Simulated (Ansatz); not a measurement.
## GaAs: pressure series

Start from GaAs in the zinc blende structure (space group F-43m, No. 216).

```xyz
2
Lattice="0.0000 2.8730 2.8730 2.8730 0.0000 2.8730 2.8730 2.8730 0.0000" Properties=species:S:1:pos:R:3 pbc="T T T"
As     4.3096     4.3096     4.3096
Ga     0.0000     0.0000     0.0000
```

Cell and atoms are relaxed at each pressure.

The values are results of PBE in Ansatz (plane waves to 420 eV, PAW, no SOC), earlier PAW set, not measurements.

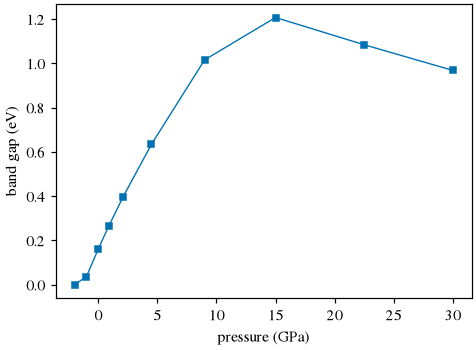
Figure: Band gap against pressure

```tsv
pressure (GPa)	band gap
-2	zero
-1	zero
0.9	0.27 eV
2.1	0.40 eV
4.5	0.63 eV
9	1.02 eV
15	1.21 eV
22.5	1.08 eV
30	0.97 eV
```

The mesh was chosen for an insulator and is coarse for the gapless case. Load acts through the strain it causes; cell and atoms are relaxed under it. Whether these cells are dynamically stable was not tested. The final runs are not spin-polarised. Measured, GaAs leaves this structure (for a Cmcm phase) near 15 GPa (room temperature; as listed in arXiv:1906.07825). Gaps under 0.05 eV, about the width of the smearing, are given as zero. A zero or small gap of GaAs can be the functional's error rather than a property of the material.

Ansatz is a quantum-chemistry and plane-wave program.
